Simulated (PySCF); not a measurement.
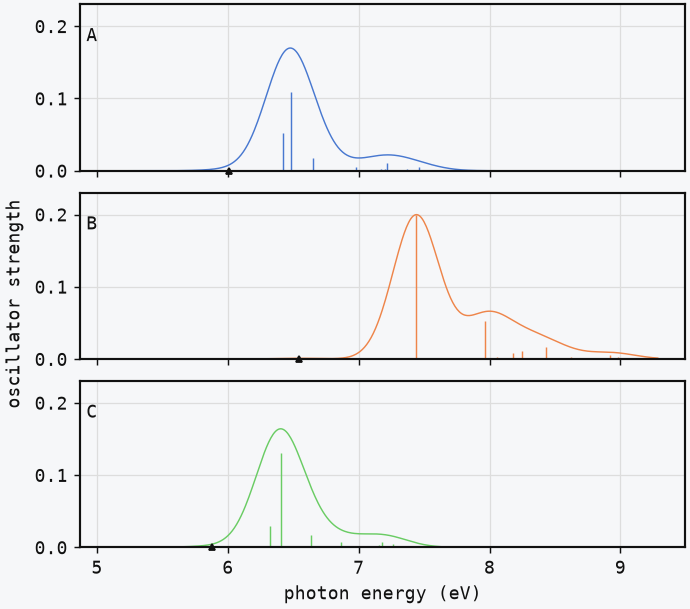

Vertical TDDFT spectra of C₂H₉BOSi, SMILES CBOC[SiH3] at one geometry and several levels (PySCF, at a PBE0-D3(BJ)/def2-SVP geometry (no frequency check)); sticks with Gaussians of 1/e half-width 0.25 eV, the triangle marks S1, which has the same leading orbital pair at all these levels. Only the lowest states were computed, so the high end is incomplete. States within 0.01 eV of each other are merged, with their strengths summed.

> The levels are LDA/def2-SVPD, PBE/def2-SVPD and PBE0/def2-SVP. Which panel is which?

A: PBE/def2-SVPD (S1 at 6.01 eV); B: PBE0/def2-SVP (S1 at 6.54 eV); C: LDA/def2-SVPD (S1 at 5.88 eV).

Limits of at least one run: core orbitals are frozen in the response; def2-SVP has no diffuse functions, so states with Rydberg character are missing or too high; one conformer of a flexible molecule; states above the negative HOMO energy depend on the basis.
